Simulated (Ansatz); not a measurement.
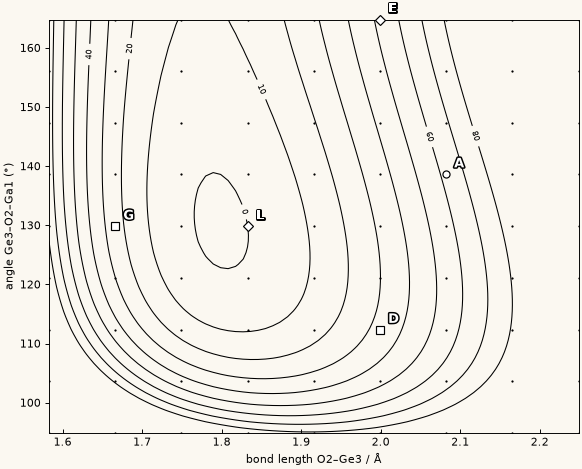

GaGeH₅O, SMILES [GaH2][O][GeH3]. Coordinates scanned: (1) bond length O2–Ge3; (2) angle Ge3–O2–Ga1. Nothing is relaxed (all other coordinates rigid). The grid has 9 × 9 points. Points are written as (first, second). Energies are in kJ/mol, from the lowest grid point. These are results of RKS PBE-D4/def2-SVP (Ansatz), not measurements.

In the figure: contour lines labelled in kJ/mol (none above 80), dots at the grid points, lettered points. Between grid points the surface is interpolated.

Question: Rank the lettered points by energy, lowest first.

Answer: L (0 kJ/mol), G (24 kJ/mol), D (33 kJ/mol), E (52 kJ/mol), A (62 kJ/mol).

Question: What kind of point is each of A, D, G, L: minimum, saddle, maximum or slope?

Answer: A: on a slope; D: on a slope; G: on a slope; L: minimum. (In these two coordinates alone; a stationary point may lie a little off the grid point.)
